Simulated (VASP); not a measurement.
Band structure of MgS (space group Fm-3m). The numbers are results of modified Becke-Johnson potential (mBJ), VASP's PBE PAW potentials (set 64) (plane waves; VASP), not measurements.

mBJ is a potential without an energy functional, so only the levels count.

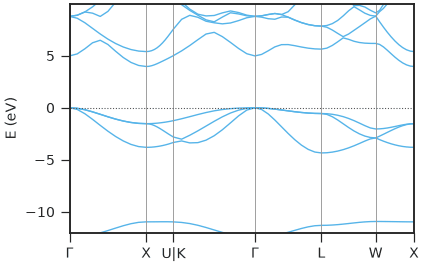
Figure: Bands along high-symmetry lines, zero at the valence-band maximum or, without a gap, the Fermi level

Task: Read the plot: is there a gap, and where are the band edges?

Result: The gap is indirect, 3.97 eV, from the valence maximum at Γ to the conduction minimum at X.

The structure comes from a computed database's MgS entry (Fm-3m); how it stands against other phases isn't given here. It was relaxed first. The cell's shape comes from a PBE relaxation.
